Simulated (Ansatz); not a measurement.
## Sn$_{14}$H$_{18}$Cl$_{2}$: single-point calculation

- system: Sn$_{14}$H$_{18}$Cl$_{2}$ (Sn14H20 off sphere)
- method: RKS PBE0-D4/def2-SVP (Ansatz 0.2.0)

The geometry comes from this level: r2SCAN-D4/def2-SVP. Figures and captions count atoms from 1; the log counts them from 0 in places.

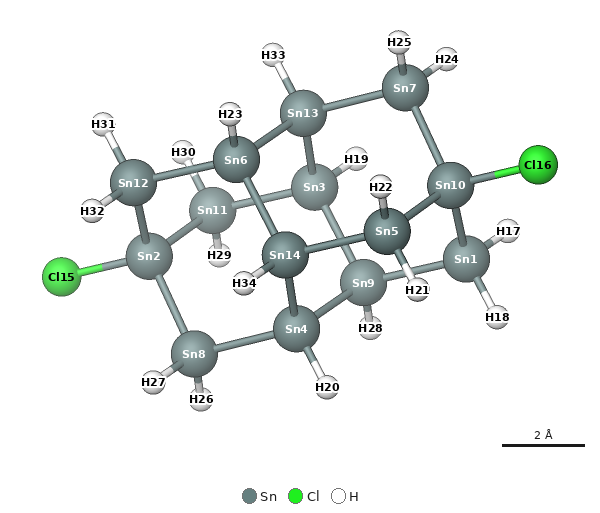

**Figure 1.** The structure (ball-and-stick view, seen at a tilt; atoms are numbered from 1 in the order of the input). Sticks mark near contacts. Bond lengths as drawn: Cl–Sn 2.40 Å, H–Sn 1.72 to 1.73 Å and Sn–Sn 2.80 to 2.81 Å.

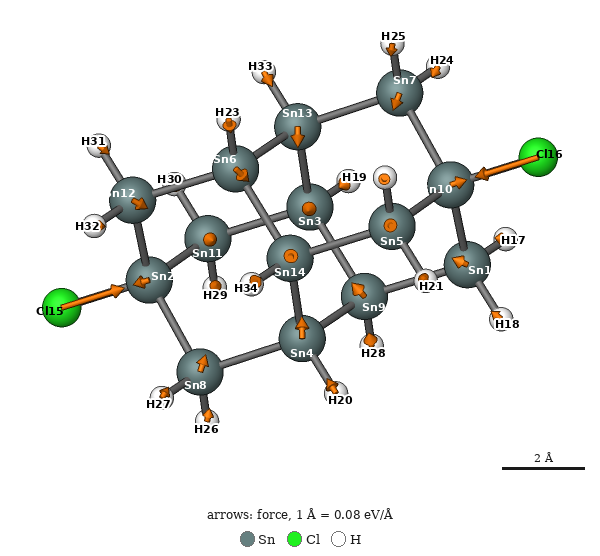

**Figure 2.** Forces on the atoms as orange arrows (ball-and-stick view, seen at a tilt; atoms are numbered from 1 in the order of the input). The largest act on Cl15, Cl16 (0.14 eV/Å); Sn4, Sn6, Sn9, Sn13 (0.05 eV/Å); Sn3, Sn14 (0.04 eV/Å). The geometry is not a stationary point of this energy.

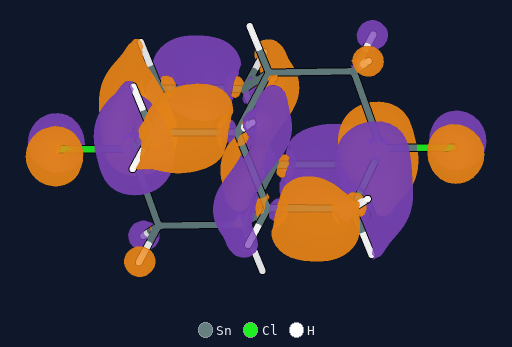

**Figure 3.** The HOMO at ±0.04 Å⁻³ᐟ² (orange and purple are the two phases), seen face on. It is spread over the whole molecule; it is ungerade (odd under inversion). Its energy is −6.93 eV.

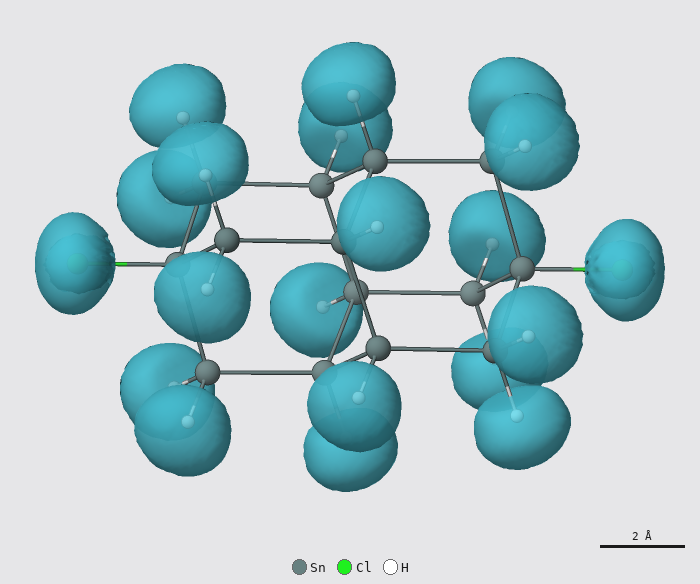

**Figure 4.** Isosurface of the electron localisation function at 0.8 (cyan), seen face on. Only the valence region is drawn (cores and ρ < 0.01 e/Å³ removed). Profiles from the grid: Sn–Cl (2.40 Å): the ELF peaks at about 0.80 in the valence shell of Cl, 0.8 Å from its nucleus, and drops to about 0.15 between the two atoms. Sn–Sn (2.80 Å): the ELF peaks at about 0.70 between the atoms, which marks a shared electron pair.

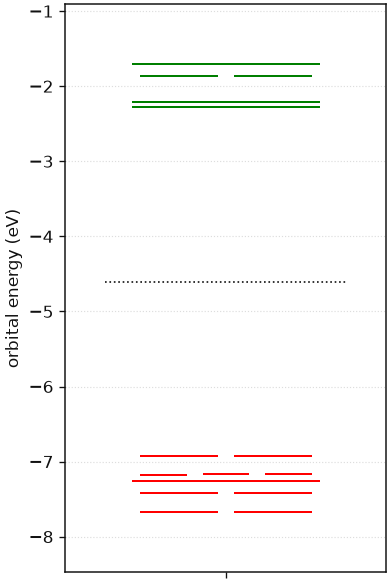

**Figure 5.** Orbital energies near the frontier; the dotted line parts filled from empty levels, and levels within 0.02 eV of each other stand side by side. Highest filled −6.93 eV, lowest empty −2.28 eV, 4.65 eV apart.

The input and output of the run follow.

### Input
```yaml
crystal:
  periodic: [false, false, false]
  atoms:
    - {symbol: Sn, position_ang: [0.805579, -4.078540, 0.801220]}
    - {symbol: Sn, position_ang: [-2.385303, 2.389821, -2.389051]}
    - {symbol: Sn, position_ang: [0.795591, -0.804429, -2.433987]}
    - {symbol: Sn, position_ang: [-2.434814, -0.800955, 0.800521]}
    - {symbol: Sn, position_ang: [0.806467, -0.809382, 4.075615]}
    - {symbol: Sn, position_ang: [0.803999, 2.428231, 0.798684]}
    - {symbol: Sn, position_ang: [4.080473, -0.807430, 0.800261]}
    - {symbol: Sn, position_ang: [-4.078960, 0.810981, -0.806222]}
    - {symbol: Sn, position_ang: [-0.807345, -2.432587, -0.802654]}
    - {symbol: Sn, position_ang: [2.389495, -2.388800, 2.383001]}
    - {symbol: Sn, position_ang: [-0.805851, 0.808033, -4.082794]}
    - {symbol: Sn, position_ang: [-0.801918, 4.079362, -0.806582]}
    - {symbol: Sn, position_ang: [2.429595, 0.796979, -0.806943]}
    - {symbol: Sn, position_ang: [-0.800203, 0.799206, 2.428201]}
    - {symbol: Cl, position_ang: [-3.772522, 3.779737, -3.772602]}
    - {symbol: Cl, position_ang: [3.775936, -3.779725, 3.766337]}
    - {symbol: H, position_ang: [1.799827, -5.084181, -0.176157]}
    - {symbol: H, position_ang: [-0.165462, -5.086572, 1.799197]}
    - {symbol: H, position_ang: [1.800378, -1.812076, -3.412366]}
    - {symbol: H, position_ang: [-3.413937, -1.805768, 1.807300]}
    - {symbol: H, position_ang: [-0.167156, -1.808846, 5.079695]}
    - {symbol: H, position_ang: [1.801065, 0.163754, 5.085025]}
    - {symbol: H, position_ang: [1.812513, 3.403313, 1.805826]}
    - {symbol: H, position_ang: [5.088499, -1.802880, -0.173318]}
    - {symbol: H, position_ang: [5.085884, 0.169965, 1.794761]}
    - {symbol: H, position_ang: [-5.089298, -0.159943, -1.802007]}
    - {symbol: H, position_ang: [-5.082501, 1.810064, 0.168443]}
    - {symbol: H, position_ang: [-1.812923, -3.412477, -1.808010]}
    - {symbol: H, position_ang: [-1.802366, -0.161755, -5.093448]}
    - {symbol: H, position_ang: [0.172149, 1.804617, -5.085528]}
    - {symbol: H, position_ang: [0.172457, 5.087394, -1.801280]}
    - {symbol: H, position_ang: [-1.799374, 5.084705, 0.167847]}
    - {symbol: H, position_ang: [3.405960, 1.802282, -1.816018]}
    - {symbol: H, position_ang: [-1.803433, 1.806400, 3.408533]}
basis:
  gaussian: {orbitals: def2-SVP, fitting: {mean_field: def2-universal-jkfit}, initial_orbitals: start.molden}
hamiltonian: {xc: pbe0, dispersion: d4}
scf: {omitted_lower_state_checks: [starts]}
output: {forces: true, orbitals: {seedname: orbitals}}
```

Run as:
```bash
ansatz run in.yaml --threads 2 --pin off --events-out ev --progress --plain --max-ram 32768MiB --backend cuda --devices 0, --max-vram 18GiB
```

### Log
```
Functional definition: PBE0
  name "PBE0"
  cite "Adamo & Barone, J. Chem. Phys. 110, 6158 (1999) doi:10.1063/1.478522"
  cite "Perdew, Burke & Ernzerhof, Phys. Rev. Lett. 77, 3865 (1996) doi:10.1103/PhysRevLett.77.3865"
  parent pbe
  parameter a = 0.25
  parameter kappa = 0.804
  parameter beta = 0.06672455060314922
  exchange = (1 - a)*pbe_x(kappa = kappa, mu = beta*pi^2/3) + a*exact_x
  correlation = pbe_c(beta = beta)
these checks for a lower state are left out or cut short: starts
3632 factors; integrals over basis functions are off by at most 3.2e-1 eV
mean field evaluation 1: about -106974.8623 eV, gradient 8.9e0 eV
mean field evaluation 2: about -106975.0687 eV, gradient 2.0e-1 eV
mean field evaluation 4: about -106975.0605 eV, gradient 3.3e-4 eV
mean field -106975.06045876 eV, -3931.2609615593 hartree, gradient 1.5e-5 eV, S^2 0.000000; 0 other end points of the search recorded, 0 dependent functions left out
the calculation of the forces begins
reference -106975.06053996 eV, -3931.2609645430 hartree; 180, 180 occupied and 310, 310 virtual orbitals, 3632 factors
Total energy: -106977.27886498 eV, -3931.3424864839 hartree
Atom 0 at     0.805579    -4.078540     0.801220 Å, force     0.000574     0.037386     0.002715 eV/Å
Atom 1 at    -2.385303     2.389821    -2.389051 Å, force    -0.021024     0.021596    -0.021068 eV/Å
Atom 2 at     0.795591    -0.804429    -2.433987 Å, force    -0.011466     0.012948     0.038719 eV/Å
Atom 3 at    -2.434814    -0.800955     0.800521 Å, force     0.041488     0.013263    -0.013912 eV/Å
Atom 4 at     0.806467    -0.809382     4.075615 Å, force     0.003267    -0.002442    -0.037534 eV/Å
Atom 5 at     0.803999     2.428231     0.798684 Å, force    -0.012819    -0.040812    -0.012811 eV/Å
Atom 6 at     4.080473    -0.807430     0.800261 Å, force    -0.038177    -0.000079     0.000982 eV/Å
Atom 7 at    -4.078960     0.810981    -0.806222 Å, force     0.037328     0.001615    -0.002142 eV/Å
Atom 8 at    -0.807345    -2.432587    -0.802654 Å, force     0.015075     0.040395     0.011743 eV/Å
Atom 9 at     2.389495    -2.388800     2.383001 Å, force     0.021512    -0.022263     0.018611 eV/Å
Atom 10 at    -0.805851     0.808033    -4.082794 Å, force    -0.002053     0.000791     0.039245 eV/Å
Atom 11 at    -0.801918     4.079362    -0.806582 Å, force    -0.003946    -0.037824    -0.001119 eV/Å
Atom 12 at     2.429595     0.796979    -0.806943 Å, force    -0.039914    -0.012547     0.012803 eV/Å
Atom 13 at    -0.800203     0.799206     2.428201 Å, force     0.013073    -0.012346    -0.038655 eV/Å
Atom 14 at    -3.772522     3.779737    -3.772602 Å, force     0.080449    -0.080787     0.079912 eV/Å
Atom 15 at     3.775936    -3.779725     3.766337 Å, force    -0.081052     0.081770    -0.079980 eV/Å
Atom 16 at     1.799827    -5.084181    -0.176157 Å, force    -0.006725     0.025921     0.008215 eV/Å
Atom 17 at    -0.165462    -5.086572     1.799197 Å, force     0.007472     0.024830    -0.007047 eV/Å
Atom 18 at     1.800378    -1.812076    -3.412366 Å, force    -0.021855     0.021693     0.022424 eV/Å
Atom 19 at    -3.413937    -1.805768     1.807300 Å, force     0.022229     0.022644    -0.021773 eV/Å
Atom 20 at    -0.167156    -1.808846     5.079695 Å, force     0.007205     0.007680    -0.025546 eV/Å
Atom 21 at     1.801065     0.163754     5.085025 Å, force    -0.007124    -0.008189    -0.026250 eV/Å
Atom 22 at     1.812513     3.403313     1.805826 Å, force    -0.022605    -0.022484    -0.022368 eV/Å
Atom 23 at     5.088499    -1.802880    -0.173318 Å, force    -0.026002     0.006254     0.008438 eV/Å
Atom 24 at     5.085884     0.169965     1.794761 Å, force    -0.025781    -0.009004    -0.006555 eV/Å
Atom 25 at    -5.089298    -0.159943    -1.802007 Å, force     0.026032     0.007447     0.006980 eV/Å
Atom 26 at    -5.082501     1.810064     0.168443 Å, force     0.026288    -0.007461    -0.007872 eV/Å
Atom 27 at    -1.812923    -3.412477    -1.808010 Å, force     0.021349     0.023394     0.022457 eV/Å
Atom 28 at    -1.802366    -0.161755    -5.093448 Å, force     0.006680     0.008108     0.026187 eV/Å
Atom 29 at     0.172149     1.804617    -5.085528 Å, force    -0.008202    -0.007254     0.025919 eV/Å
Atom 30 at     0.172457     5.087394    -1.801280 Å, force    -0.008073    -0.026197     0.006770 eV/Å
Atom 31 at    -1.799374     5.084705     0.167847 Å, force     0.008222    -0.025367    -0.007419 eV/Å
Atom 32 at     3.405960     1.802282    -1.816018 Å, force    -0.022318    -0.021342     0.022473 eV/Å
Atom 33 at    -1.803433     1.806400     3.408533 Å, force     0.020893    -0.021338    -0.022541 eV/Å
Dipole moment:    -0.000972     0.000161     0.000053 e Å
Checks for a lower state left out: starts
```

### Summary

- outcome: converged
- total energy: −106977.2789 eV
- mean-field energy: −106975.0605 eV
- dispersion energy: −2.2183 eV
- SCF solution under orbital rotations: stable
- HOMO: −6.93 eV
- LUMO: −2.28 eV
- largest force (length of the vector): 0.140 eV/Å
- dipole moment: 0.00 D
- hardware: 2 CPU threads, shared host
- wall time: 12 s (CPU time 15 s)
- peak memory: 2.3 GiB
